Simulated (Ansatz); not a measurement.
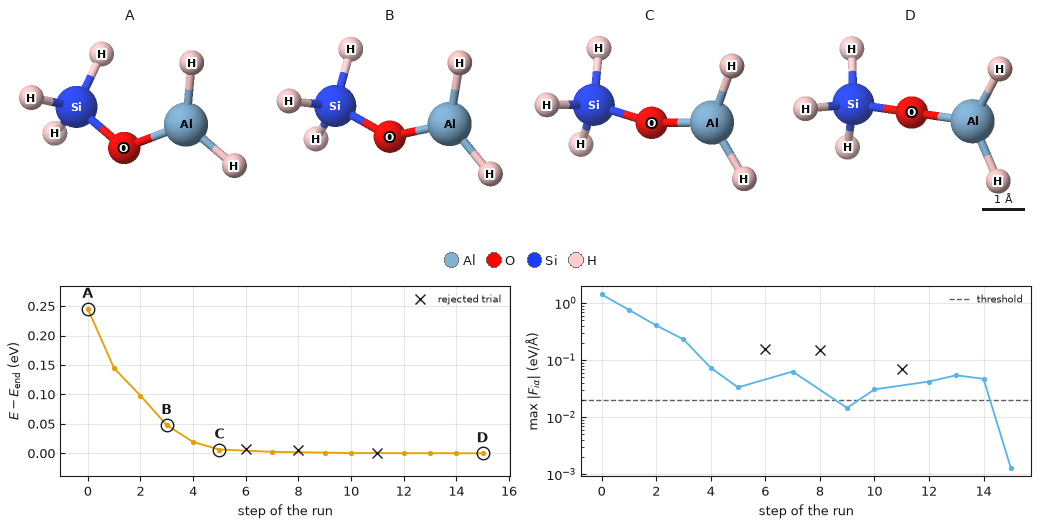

Frames of a relaxation of AlSiH5O, marked on the history of the run. The picture is a ball-and-stick view, seen at a tilt.

The run prepares the start of a later molecular dynamics calculation, from a guessed geometry.

Computed with RKS B3LYP-D4/def2-SVP in Ansatz. Set-up: no spin polarisation; force threshold 0.02 eV/Å; at most 40 steps.

> Describe the path.

The O atom moves most after the best rigid fit: 0.88 Å. By element the largest moves are O 0.88 Å, H 0.81 Å, Al 0.21 Å, Si 0.12 Å. Some distances before and after: Al–O 1.780 → 1.701 Å, H–Si 1.460 → 1.493 Å, O–Si 1.680 → 1.651 Å, Al–H 1.560 → 1.579 Å. Bond angles that change, for instance: Al–O–Si 125.0° → 179.2°, H–Al–H 120.0° → 123.9°. Over 12 accepted moves (15 points after the start) the energy falls by 0.245 eV. Largest force component: 1.4 eV/Å at the start, 0.0013 eV/Å at the end. The line search rejected the trial steps at points 6, 8, 11 of the run. The forces were under the threshold at step 9, but the run went on from there. The run took 39 s on 1 thread of Arm Neoverse V1, with other jobs on the host, peak memory 0.14 GiB. From step 0 to 3: an H atom moves most (0.32 Å), energy −0.197 eV. From step 3 to 5: O and H atoms move most (0.35 Å), energy −0.041 eV. From step 5 to 15: the O atom moves most (0.26 Å), energy −0.006 eV.

```json
{"step": "0", "E − E(0), eV": "0.0000", "largest force component, eV/Å": "1.4223", "note": ""}
{"step": "1", "E − E(0), eV": "-0.1010", "largest force component, eV/Å": "0.7641", "note": ""}
{"step": "2", "E − E(0), eV": "-0.1474", "largest force component, eV/Å": "0.4075", "note": ""}
{"step": "3", "E − E(0), eV": "-0.1974", "largest force component, eV/Å": "0.2322", "note": ""}
{"step": "4", "E − E(0), eV": "-0.2261", "largest force component, eV/Å": "0.0737", "note": ""}
{"step": "5", "E − E(0), eV": "-0.2388", "largest force component, eV/Å": "0.0334", "note": ""}
{"step": "6", "E − E(0), eV": "-0.2373", "largest force component, eV/Å": "0.1599", "note": "rejected"}
{"step": "7", "E − E(0), eV": "-0.2427", "largest force component, eV/Å": "0.0633", "note": ""}
{"step": "8", "E − E(0), eV": "-0.2405", "largest force component, eV/Å": "0.1512", "note": "rejected"}
{"step": "9", "E − E(0), eV": "-0.2441", "largest force component, eV/Å": "0.0146", "note": ""}
{"step": "10", "E − E(0), eV": "-0.2448", "largest force component, eV/Å": "0.0308", "note": ""}
{"step": "11", "E − E(0), eV": "-0.2446", "largest force component, eV/Å": "0.0699", "note": "rejected"}
{"step": "12", "E − E(0), eV": "-0.2450", "largest force component, eV/Å": "0.0423", "note": ""}
{"step": "13", "E − E(0), eV": "-0.2450", "largest force component, eV/Å": "0.0545", "note": ""}
{"step": "14", "E − E(0), eV": "-0.2451", "largest force component, eV/Å": "0.0471", "note": ""}
{"step": "15", "E − E(0), eV": "-0.2453", "largest force component, eV/Å": "0.0013", "note": ""}
```
